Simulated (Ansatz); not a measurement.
# Calculations on CH₅OS

**1. Relaxation**

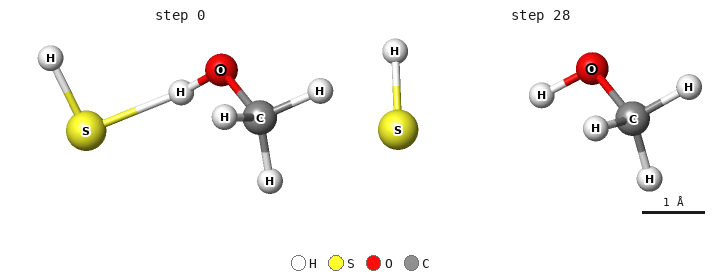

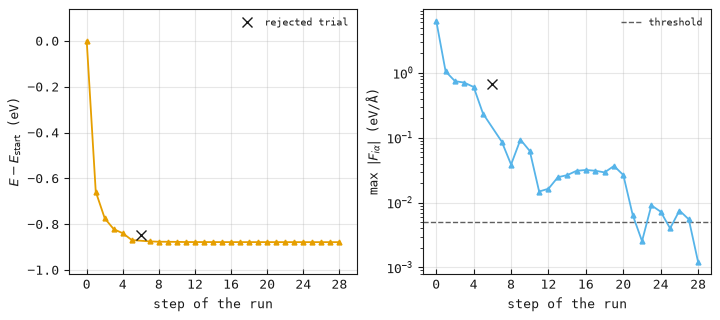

First and last geometry of a relaxation of CH5OS (multiplicity 2) (started from a transition state, displaced along its imaginary mode), with the history of the run. Style: ball-and-stick. Shown at a tilt.

Computed with UKS PBE0-D4/def2-TZVP (Ansatz 0.2.0).

Input file:
```yaml
crystal:
  periodic: [false, false, false]
  atoms:
    - {symbol: H, position_ang: [0.454077, -0.576186, -0.623493]}
    - {symbol: S, position_ang: [1.909873, 0.091274, -1.168237]}
    - {symbol: O, position_ang: [-0.180297, -0.776281, -0.049796]}
    - {symbol: C, position_ang: [-1.015896, 0.277224, 0.435724]}
    - {symbol: H, position_ang: [2.628359, -0.661954, -0.318546]}
    - {symbol: H, position_ang: [-1.303281, 0.961679, -0.367582]}
    - {symbol: H, position_ang: [-0.549863, 0.840413, 1.251538]}
    - {symbol: H, position_ang: [-1.942972, -0.156073, 0.840390]}
basis:
  gaussian: {orbitals: def2-TZVP}
magnetization: {spin_polarized: true, initial_magnetization: 1}
hamiltonian: {xc: pbe0, dispersion: d4}
relax: {f_tol: 0.005, max_steps: 200}
```

> Read the history and describe the run.

It converged. After 27 accepted moves (28 points after the start) the energy has fallen by 0.878 eV. Largest force component: 6.4 eV/Å at the start, 0.0012 eV/Å at the end. The line search rejected the trial step at point 6 of the run. The forces were under the threshold at step 22, but the run went on from there. The atom that moves furthest after the best rigid fit is S2 (0.78 Å). Largest moves by element: S 0.78 Å, H 0.72 Å, O 0.22 Å, C 0.22 Å. Some distances before and after: S2–O3 2.524 → 3.410 Å, H1–S2 1.692 → 2.467 Å, H1–O3 0.878 → 0.965 Å, O3–C4 1.430 → 1.406 Å. Bonds break: H1–S2 (1.69 → 2.47 Å). Bond angles that change, for instance: H1–O3–C4 118.4° → 108.4°. Groups turn about O3–C4 by about 20°. The run took of the order of 5 core-minutes on a shared host.

| step | E − E(0), eV | largest force component, eV/Å | note |
| --- | --- | --- | --- |
| 0 | 0.0000 | 6.3530 |  |
| 1 | -0.6581 | 1.0550 |  |
| 2 | -0.7748 | 0.7465 |  |
| 3 | -0.8220 | 0.7081 |  |
| 4 | -0.8396 | 0.6063 |  |
| 5 | -0.8695 | 0.2354 |  |
| 6 | -0.8490 | 0.6669 | rejected |
| 7 | -0.8752 | 0.0872 |  |
| 8 | -0.8766 | 0.0386 |  |
| 9 | -0.8769 | 0.0936 |  |
| 10 | -0.8773 | 0.0625 |  |
| 11 | -0.8780 | 0.0148 |  |
| 12 | -0.8781 | 0.0164 |  |
| 13 | -0.8781 | 0.0246 |  |
| 14 | -0.8782 | 0.0265 |  |
| 15 | -0.8782 | 0.0309 |  |
| 16 | -0.8783 | 0.0319 |  |
| 17 | -0.8783 | 0.0310 |  |
| 18 | -0.8783 | 0.0292 |  |
| 19 | -0.8783 | 0.0368 |  |
| 20 | -0.8784 | 0.0266 |  |
| 21 | -0.8784 | 0.0065 |  |
| 22 | -0.8784 | 0.0025 |  |
| 23 | -0.8784 | 0.0091 |  |
| 24 | -0.8784 | 0.0072 |  |
| 25 | -0.8784 | 0.0040 |  |
| 26 | -0.8784 | 0.0075 |  |
| 27 | -0.8784 | 0.0055 |  |
| 28 | -0.8784 | 0.0012 |  |

**2. Relaxation**

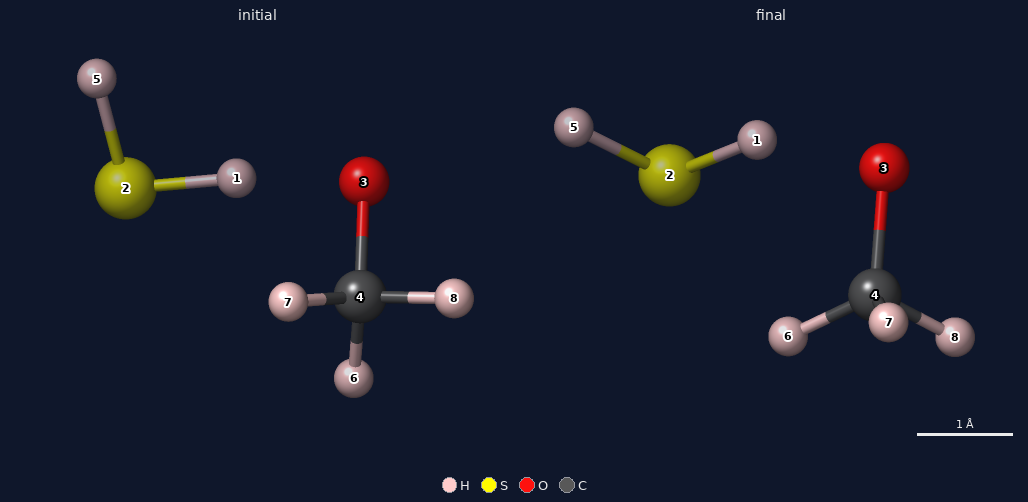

The structure of CH₅OS (multiplicity 2) (started from a transition state, displaced along its imaginary mode) before (left) and after (right) a relaxation, at one scale.

A ball-and-stick model, seen from a free direction.

Method: UKS PBE0-D4/def2-TZVP (Ansatz 0.2.0).

Input file:
```yaml
crystal:
  periodic: [false, false, false]
  atoms:
    - {symbol: H, position_ang: [0.924927, -0.514131, -0.990167]}
    - {symbol: S, position_ang: [1.943560, 0.084345, -1.200158]}
    - {symbol: O, position_ang: [-0.485531, -0.882920, 0.203370]}
    - {symbol: C, position_ang: [-1.087262, 0.283176, 0.487742]}
    - {symbol: H, position_ang: [2.632660, -0.656688, -0.321180]}
    - {symbol: H, position_ang: [-1.305021, 0.931676, -0.374215]}
    - {symbol: H, position_ang: [-0.578182, 0.834735, 1.289485]}
    - {symbol: H, position_ang: [-2.045150, -0.080096, 0.905121]}
basis:
  gaussian: {orbitals: def2-TZVP}
magnetization: {spin_polarized: true, initial_magnetization: 1}
hamiltonian: {xc: pbe0, dispersion: d4}
relax: {f_tol: 0.005, max_steps: 200}
```

Question: What changed between the two?

Answer: The energy falls by 45.8 kJ/mol in 25 accepted moves (30 points after the start). Largest force component: 5 eV/Å at the start, 0.0027 eV/Å at the end. The line search rejected the trial steps at points 9, 17, 19, 22, 26 of the run. H6 moves most after the best rigid fit: 1.04 Å. By element the largest moves are H 1.04 Å, S 0.62 Å, O 0.59 Å, C 0.19 Å. Among the contacts that change: H1–S2 1.200 → 1.348 Å, O3–C4 1.343 → 1.357 Å. Among the angles between lasting bonds that change: O3–C4–H8 100.5° → 105.2°, O3–C4–H6 115.8° → 113.1°, H6–C4–H8 108.5° → 105.9°. The run took about 6 core-minutes on a shared host.

**3. Reaction**

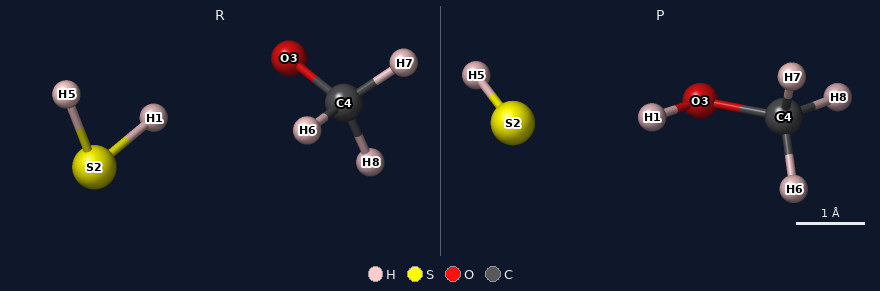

Reactant (R) and product (P) of one elementary step of CH5OS (multiplicity 2). Style: ball-and-stick. Shown at a tilt.

Stationary points at PBE0-D4/def2-TZVP, single-point energies with CCSD(T)/CBS (def2-TZVPP where no basis is named; Ansatz 0.2.0). The energies are electronic, without zero-point or thermal terms, and both ends are the minima reached downhill from the saddle, with any fragments still in contact. CCSD(T)/CBS stands for a frozen-core estimate: MP2 correlation extrapolated from def2-TZVPP and def2-QZVPP, CCSD(T) minus MP2 from the smaller set.

R:
```xyz
8

H     1.0250   -0.8830   -0.7523
S     1.8106   -0.3050   -1.6821
O    -0.5640   -0.9207    0.8063
C    -1.1175    0.3103    0.6696
H     2.8048   -0.1055   -0.8044
H    -0.4467    1.0340    0.1848
H    -1.5433    0.6992    1.6049
H    -1.9690    0.1707   -0.0268
```

P:
```xyz
8

H     0.4042   -0.3712   -0.3543
S     2.6694    0.2413   -1.1148
O    -0.3618   -0.7599    0.0851
C    -1.2273    0.2795    0.4687
H     2.9576   -1.0442   -0.8361
H    -1.6072    0.8473   -0.3906
H    -0.7550    0.9829    1.1669
H    -2.0799   -0.1755    0.9751
```

What is the transition state like, and how high is the barrier?

Counted by bonded pieces, R holds CH₃O + H₂S and P holds CH₄O + SH. From R over the saddle to P, a bond forms: H1–O3 (2.23 → 1.38 → 0.96 Å). A bond breaks: H1–S2 (1.35 → 1.44 → 2.47 Å). The saddle has one imaginary mode, 853i cm⁻¹. With CCSD(T)/CBS the barrier is 6.9 kcal/mol from R and 24.6 kcal/mol from P, and P lies 17.7 kcal/mol below R. By Pauling bond orders of the changing bonds the saddle lies closer to R, the higher end, as Hammond's postulate suggests.

Saddle geometry:

```xyz
8

H     0.6895   -0.5452   -0.8068
S     1.9267    0.0878   -1.1842
O    -0.3329   -0.8296    0.0768
C    -1.0516    0.2802    0.4617
H     2.6305   -0.6593   -0.3199
H    -1.3042    0.9467   -0.3709
H    -0.5640    0.8376    1.2705
H    -1.9941   -0.1181    0.8728
```

The saddle point in the same view, with dashed sticks for the bonds that form or break:

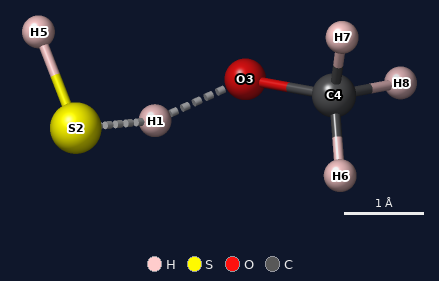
